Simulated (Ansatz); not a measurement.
**Run report: Si₂H₄F (charge −1), geometry relaxation (part 1 of 2)**

- system: Si₂H₄F, charge −1
- method: RKS PBE0-D4/def2-TZVPD (Ansatz 0.2.0)

Figures and captions count atoms from 1; the log counts them from 0 in places.

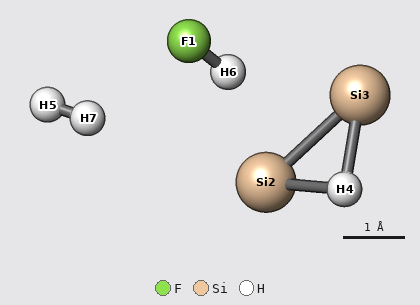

Figure 1. The structure as given in the input (ball-and-stick view, seen at a tilt; atoms are numbered from 1 in the order of the input).

The input:
```yaml
crystal:
  periodic: [false, false, false]
  atoms:
    - {symbol: F, position_ang: [-0.418759, 1.646186, 0.653962]}
    - {symbol: Si, position_ang: [-0.341223, -1.559060, -0.405188]}
    - {symbol: Si, position_ang: [-1.047820, -1.518423, 1.662724]}
    - {symbol: H, position_ang: [-1.916297, -1.713251, 0.213963]}
    - {symbol: H, position_ang: [2.359842, 1.015546, -1.468016]}
    - {symbol: H, position_ang: [-0.538957, 0.667643, 0.641896]}
    - {symbol: H, position_ang: [1.676892, 0.708626, -1.275701]}
basis:
  gaussian: {orbitals: def2-TZVPD}
total_charge: -1
hamiltonian: {xc: pbe0, dispersion: d4}
relax: {f_tol: 0.005, max_steps: 200}
```

Machine: 2 threads of Arm Neoverse V1, 95 GiB of memory available, shared host.

Launched with:
```bash
ansatz run in.yaml --threads 2 --pin off --events-out ev --progress --plain --max-ram 4352MiB
```

The program's output:
```
Functional definition: PBE0
  name "PBE0"
  cite "Adamo & Barone, J. Chem. Phys. 110, 6158 (1999) doi:10.1063/1.478522"
  cite "Perdew, Burke & Ernzerhof, Phys. Rev. Lett. 77, 3865 (1996) doi:10.1103/PhysRevLett.77.3865"
  parent pbe
  parameter a = 0.25
  parameter kappa = 0.804
  parameter beta = 0.06672455060314922
  exchange = (1 - a)*pbe_x(kappa = kappa, mu = beta*pi^2/3) + a*exact_x
  correlation = pbe_c(beta = beta)
993 factors; their error is unknown
mean field evaluation 1: about -18527.0688 eV, gradient 2.2e1 eV
mean field evaluation 2: about -18526.2249 eV, gradient 3.2e1 eV
mean field evaluation 4: about -18528.4331 eV, gradient 1.8e0 eV
mean field evaluation 8: about -18528.4462 eV, gradient 2.9e-2 eV
mean field evaluation 16: about -18528.4629 eV, gradient 3.4e-5 eV
mean field -18528.46288525 eV, -680.9084519898 hartree, gradient 3.4e-5 eV, S^2 0.000000; 0 other end points of the search recorded, 0 dependent functions left out
the calculation of the forces begins
reference -18528.46292382 eV, -680.9084534070 hartree; 21, 21 occupied and 141, 141 virtual orbitals, 993 factors
relax step   1: F+E_penalty+E_count = -18528.59152476 eV  Δ(F+E_penalty+E_count) = +0.000e0 eV  max|allowed force component| = 7.279e-1 eV/Å  Δτ_max = 0.0000 Å  (29 SCF iters, accepted)
these checks for a lower state are left out or cut short: starts, cluster_reference, orbital_swaps, neighbouring_geometries, increment
993 factors; their error is unknown
mean field -18528.47149231 eV, -680.9087682933 hartree, gradient 2.2e-5 eV, S^2 0.000000; 0 other end points of the search recorded, 0 dependent functions left out
[... from here on the field's lines of each further geometry are left out, up to the last ...]
relax step   2: F+E_penalty+E_count = -18528.59463962 eV  Δ(F+E_penalty+E_count) = -3.115e-3 eV  max|allowed force component| = 1.089e0 eV/Å  Δτ_max = 0.1151 Å  (31 SCF iters, accepted)
relax step   3: F+E_penalty+E_count = -18528.50486784 eV  Δ(F+E_penalty+E_count) = +8.977e-2 eV  max|allowed force component| = 2.284e0 eV/Å  Δτ_max = 0.1948 Å  (38 SCF iters, rejected (line search))
relax step   4: F+E_penalty+E_count = -18528.62332180 eV  Δ(F+E_penalty+E_count) = -2.868e-2 eV  max|allowed force component| = 3.433e-1 eV/Å  Δτ_max = 0.0974 Å  (32 SCF iters, accepted)
relax step   5: F+E_penalty+E_count = -18528.62664408 eV  Δ(F+E_penalty+E_count) = -3.322e-3 eV  max|allowed force component| = 3.292e-2 eV/Å  Δτ_max = 0.0327 Å  (33 SCF iters, accepted)
relax step   6: F+E_penalty+E_count = -18528.62700646 eV  Δ(F+E_penalty+E_count) = -3.624e-4 eV  max|allowed force component| = 7.605e-2 eV/Å  Δτ_max = 0.0338 Å  (32 SCF iters, accepted)
relax step   7: F+E_penalty+E_count = -18528.62747593 eV  Δ(F+E_penalty+E_count) = -4.695e-4 eV  max|allowed force component| = 1.645e-1 eV/Å  Δτ_max = 0.0497 Å  (33 SCF iters, accepted)
relax step   8: F+E_penalty+E_count = -18528.62780004 eV  Δ(F+E_penalty+E_count) = -3.241e-4 eV  max|allowed force component| = 1.696e-1 eV/Å  Δτ_max = 0.0315 Å  (33 SCF iters, accepted)
relax step   9: F+E_penalty+E_count = -18528.62299083 eV  Δ(F+E_penalty+E_count) = +4.809e-3 eV  max|allowed force component| = 6.411e-1 eV/Å  Δτ_max = 0.1955 Å  (32 SCF iters, rejected (line search))
relax step  10: F+E_penalty+E_count = -18528.63060622 eV  Δ(F+E_penalty+E_count) = -2.806e-3 eV  max|allowed force component| = 3.604e-2 eV/Å  Δτ_max = 0.0978 Å  (33 SCF iters, accepted)
relax step  11: F+E_penalty+E_count = -18528.63126267 eV  Δ(F+E_penalty+E_count) = -6.565e-4 eV  max|allowed force component| = 1.939e-1 eV/Å  Δτ_max = 0.0647 Å  (32 SCF iters, accepted)
relax step  12: F+E_penalty+E_count = -18528.63237799 eV  Δ(F+E_penalty+E_count) = -1.115e-3 eV  max|allowed force component| = 1.208e-1 eV/Å  Δτ_max = 0.0556 Å  (31 SCF iters, accepted)
relax step  13: F+E_penalty+E_count = -18528.62112298 eV  Δ(F+E_penalty+E_count) = +1.126e-2 eV  max|allowed force component| = 3.221e-1 eV/Å  Δτ_max = 0.1921 Å  (32 SCF iters, rejected (line search))
relax step  14: F+E_penalty+E_count = -18528.63507871 eV  Δ(F+E_penalty+E_count) = -2.701e-3 eV  max|allowed force component| = 8.875e-3 eV/Å  Δτ_max = 0.0667 Å  (33 SCF iters, accepted)
relax step  15: F+E_penalty+E_count = -18528.63565455 eV  Δ(F+E_penalty+E_count) = -5.758e-4 eV  max|allowed force component| = 4.197e-2 eV/Å  Δτ_max = 0.0978 Å  (33 SCF iters, accepted)
relax step  16: F+E_penalty+E_count = -18528.63585338 eV  Δ(F+E_penalty+E_count) = -1.988e-4 eV  max|allowed force component| = 5.954e-2 eV/Å  Δτ_max = 0.0230 Å  (31 SCF iters, accepted)
relax step  17: F+E_penalty+E_count = -18528.63690441 eV  Δ(F+E_penalty+E_count) = -1.051e-3 eV  max|allowed force component| = 1.021e-2 eV/Å  Δτ_max = 0.0468 Å  (32 SCF iters, accepted)
relax step  18: F+E_penalty+E_count = -18528.63741259 eV  Δ(F+E_penalty+E_count) = -5.082e-4 eV  max|allowed force component| = 4.612e-2 eV/Å  Δτ_max = 0.0600 Å  (33 SCF iters, accepted)
relax step  19: F+E_penalty+E_count = -18528.63695645 eV  Δ(F+E_penalty+E_count) = +4.561e-4 eV  max|allowed force component| = 8.029e-2 eV/Å  Δτ_max = 0.0832 Å  (33 SCF iters, rejected (line search))
relax step  20: F+E_penalty+E_count = -18528.63774637 eV  Δ(F+E_penalty+E_count) = -3.338e-4 eV  max|allowed force component| = 4.784e-2 eV/Å  Δτ_max = 0.0413 Å  (33 SCF iters, accepted)
relax step  21: F+E_penalty+E_count = -18528.63788664 eV  Δ(F+E_penalty+E_count) = -1.403e-4 eV  max|allowed force component| = 7.293e-2 eV/Å  Δτ_max = 0.0415 Å  (33 SCF iters, accepted)
relax step  22: F+E_penalty+E_count = -18528.63796012 eV  Δ(F+E_penalty+E_count) = -7.348e-5 eV  max|allowed force component| = 6.632e-2 eV/Å  Δτ_max = 0.0070 Å  (33 SCF iters, accepted)
relax step  23: F+E_penalty+E_count = -18528.63810637 eV  Δ(F+E_penalty+E_count) = -1.463e-4 eV  max|allowed force component| = 5.943e-2 eV/Å  Δτ_max = 0.0153 Å  (33 SCF iters, accepted)
relax step  24: F+E_penalty+E_count = -18528.63835624 eV  Δ(F+E_penalty+E_count) = -2.499e-4 eV  max|allowed force component| = 6.524e-2 eV/Å  Δτ_max = 0.0397 Å  (33 SCF iters, accepted)
relax step  25: F+E_penalty+E_count = -18528.63851292 eV  Δ(F+E_penalty+E_count) = -1.567e-4 eV  max|allowed force component| = 8.003e-2 eV/Å  Δτ_max = 0.0388 Å  (33 SCF iters, accepted)
relax step  26: F+E_penalty+E_count = -18528.63858708 eV  Δ(F+E_penalty+E_count) = -7.416e-5 eV  max|allowed force component| = 8.620e-2 eV/Å  Δτ_max = 0.0203 Å  (32 SCF iters, accepted)
relax step  27: F+E_penalty+E_count = -18528.63867556 eV  Δ(F+E_penalty+E_count) = -8.848e-5 eV  max|allowed force component| = 8.836e-2 eV/Å  Δτ_max = 0.0211 Å  (33 SCF iters, accepted)
relax step  28: F+E_penalty+E_count = -18528.63797224 eV  Δ(F+E_penalty+E_count) = +7.033e-4 eV  max|allowed force component| = 1.404e-1 eV/Å  Δτ_max = 0.1337 Å  (33 SCF iters, rejected (line search))
relax step  29: F+E_penalty+E_count = -18528.63846475 eV  Δ(F+E_penalty+E_count) = +2.108e-4 eV  max|allowed force component| = 4.993e-2 eV/Å  Δτ_max = 0.0655 Å  (32 SCF iters, rejected (line search))
relax step  30: F+E_penalty+E_count = -18528.63894076 eV  Δ(F+E_penalty+E_count) = -2.652e-4 eV  max|allowed force component| = 4.766e-2 eV/Å  Δτ_max = 0.0315 Å  (33 SCF iters, accepted)
relax step  31: F+E_penalty+E_count = -18528.63909879 eV  Δ(F+E_penalty+E_count) = -1.580e-4 eV  max|allowed force component| = 5.647e-2 eV/Å  Δτ_max = 0.0485 Å  (33 SCF iters, accepted)
relax step  32: F+E_penalty+E_count = -18528.63913323 eV  Δ(F+E_penalty+E_count) = -3.443e-5 eV  max|allowed force component| = 5.797e-2 eV/Å  Δτ_max = 0.0089 Å  (33 SCF iters, accepted)
relax step  33: F+E_penalty+E_count = -18528.63918330 eV  Δ(F+E_penalty+E_count) = -5.007e-5 eV  max|allowed force component| = 3.971e-2 eV/Å  Δτ_max = 0.0088 Å  (33 SCF iters, accepted)
relax step  34: F+E_penalty+E_count = -18528.63921303 eV  Δ(F+E_penalty+E_count) = -2.973e-5 eV  max|allowed force component| = 2.681e-2 eV/Å  Δτ_max = 0.0076 Å  (33 SCF iters, accepted)
relax step  35: F+E_penalty+E_count = -18528.63924803 eV  Δ(F+E_penalty+E_count) = -3.500e-5 eV  max|allowed force component| = 3.186e-2 eV/Å  Δτ_max = 0.0126 Å  (33 SCF iters, accepted)
relax step  36: F+E_penalty+E_count = -18528.63928673 eV  Δ(F+E_penalty+E_count) = -3.871e-5 eV  max|allowed force component| = 3.792e-2 eV/Å  Δτ_max = 0.0257 Å  (33 SCF iters, accepted)
relax step  37: F+E_penalty+E_count = -18528.63931120 eV  Δ(F+E_penalty+E_count) = -2.446e-5 eV  max|allowed force component| = 4.018e-2 eV/Å  Δτ_max = 0.0297 Å  (33 SCF iters, accepted)
relax step  38: F+E_penalty+E_count = -18528.63932785 eV  Δ(F+E_penalty+E_count) = -1.665e-5 eV  max|allowed force component| = 3.626e-2 eV/Å  Δτ_max = 0.0078 Å  (33 SCF iters, accepted)
relax step  39: F+E_penalty+E_count = -18528.63890366 eV  Δ(F+E_penalty+E_count) = +4.242e-4 eV  max|allowed force component| = 9.586e-2 eV/Å  Δτ_max = 0.0771 Å  (32 SCF iters, rejected (line search))
relax step  40: F+E_penalty+E_count = -18528.63938201 eV  Δ(F+E_penalty+E_count) = -5.417e-5 eV  max|allowed force component| = 2.874e-2 eV/Å  Δτ_max = 0.0367 Å  (33 SCF iters, accepted)
relax step  41: F+E_penalty+E_count = -18528.63908903 eV  Δ(F+E_penalty+E_count) = +2.930e-4 eV  max|allowed force component| = 4.439e-2 eV/Å  Δτ_max = 0.0138 Å  (33 SCF iters, rejected (line search))
relax step  42: F+E_penalty+E_count = -18528.63943902 eV  Δ(F+E_penalty+E_count) = -5.700e-5 eV  max|allowed force component| = 7.324e-4 eV/Å  Δτ_max = 0.0069 Å  (33 SCF iters, accepted)
relax step  43: F+E_penalty+E_count = -18528.63944993 eV  Δ(F+E_penalty+E_count) = -1.091e-5 eV  max|allowed force component| = 4.256e-3 eV/Å  Δτ_max = 0.0083 Å  (32 SCF iters, accepted)
relax step  44: F+E_penalty+E_count = -18528.63946625 eV  Δ(F+E_penalty+E_count) = -1.633e-5 eV  max|allowed force component| = 1.093e-2 eV/Å  Δτ_max = 0.0166 Å  (33 SCF iters, accepted)
relax step  45: F+E_penalty+E_count = -18528.63947555 eV  Δ(F+E_penalty+E_count) = -9.296e-6 eV  max|allowed force component| = 2.047e-2 eV/Å  Δτ_max = 0.0298 Å  (32 SCF iters, accepted)
relax step  46: F+E_penalty+E_count = -18528.63949321 eV  Δ(F+E_penalty+E_count) = -1.766e-5 eV  max|allowed force component| = 1.712e-2 eV/Å  Δτ_max = 0.0030 Å  (33 SCF iters, accepted)
relax step  47: F+E_penalty+E_count = -18528.63953721 eV  Δ(F+E_penalty+E_count) = -4.400e-5 eV  max|allowed force component| = 6.393e-4 eV/Å  Δτ_max = 0.0072 Å  (32 SCF iters, accepted)
relax step  48: F+E_penalty+E_count = -18528.63956436 eV  Δ(F+E_penalty+E_count) = -2.716e-5 eV  max|allowed force component| = 1.959e-2 eV/Å  Δτ_max = 0.0240 Å  (32 SCF iters, accepted)
relax step  49: F+E_penalty+E_count = -18528.63943383 eV  Δ(F+E_penalty+E_count) = +1.305e-4 eV  max|allowed force component| = 3.267e-2 eV/Å  Δτ_max = 0.0164 Å  (33 SCF iters, rejected (line search))
relax step  50: F+E_penalty+E_count = -18528.63958042 eV  Δ(F+E_penalty+E_count) = -1.606e-5 eV  max|allowed force component| = 1.618e-2 eV/Å  Δτ_max = 0.0052 Å  (33 SCF iters, accepted)
relax step  51: F+E_penalty+E_count = -18528.63959355 eV  Δ(F+E_penalty+E_count) = -1.313e-5 eV  max|allowed force component| = 1.187e-2 eV/Å  Δτ_max = 0.0072 Å  (33 SCF iters, accepted)
relax step  52: F+E_penalty+E_count = -18528.63961681 eV  Δ(F+E_penalty+E_count) = -2.325e-5 eV  max|allowed force component| = 1.566e-2 eV/Å  Δτ_max = 0.0158 Å  (32 SCF iters, accepted)
relax step  53: F+E_penalty+E_count = -18528.63964015 eV  Δ(F+E_penalty+E_count) = -2.335e-5 eV  max|allowed force component| = 2.250e-2 eV/Å  Δτ_max = 0.0212 Å  (33 SCF iters, accepted)
relax step  54: F+E_penalty+E_count = -18528.63965522 eV  Δ(F+E_penalty+E_count) = -1.506e-5 eV  max|allowed force component| = 2.413e-2 eV/Å  Δτ_max = 0.0093 Å  (33 SCF iters, accepted)
relax step  55: F+E_penalty+E_count = -18528.63967915 eV  Δ(F+E_penalty+E_count) = -2.394e-5 eV  max|allowed force component| = 2.453e-2 eV/Å  Δτ_max = 0.0129 Å  (32 SCF iters, accepted)
relax step  56: F+E_penalty+E_count = -18528.63970668 eV  Δ(F+E_penalty+E_count) = -2.752e-5 eV  max|allowed force component| = 2.930e-2 eV/Å  Δτ_max = 0.0118 Å  (32 SCF iters, accepted)
relax step  57: F+E_penalty+E_count = -18528.63970797 eV  Δ(F+E_penalty+E_count) = -1.293e-6 eV  max|allowed force component| = 1.996e-2 eV/Å  Δτ_max = 0.0111 Å  (33 SCF iters, accepted)
relax step  58: F+E_penalty+E_count = -18528.63976295 eV  Δ(F+E_penalty+E_count) = -5.498e-5 eV  max|allowed force component| = 2.402e-2 eV/Å  Δτ_max = 0.0110 Å  (32 SCF iters, accepted)
relax step  59: F+E_penalty+E_count = -18528.63977474 eV  Δ(F+E_penalty+E_count) = -1.179e-5 eV  max|allowed force component| = 2.213e-2 eV/Å  Δτ_max = 0.0016 Å  (24 SCF iters, accepted)
the calculation of the forces begins
reference -18528.52291231 eV, -680.9106579436 hartree; 21, 21 occupied and 141, 141 virtual orbitals, 993 factors
relax step  60: F+E_penalty+E_count = -18528.63981047 eV  Δ(F+E_penalty+E_count) = -3.573e-5 eV  max|allowed force component| = 2.781e-3 eV/Å  Δτ_max = 0.0053 Å  (33 SCF iters, accepted)
993 factors; their error is unknown
mean field evaluation 448: about -18528.5229 eV, gradient 2.9e-5 eV
```
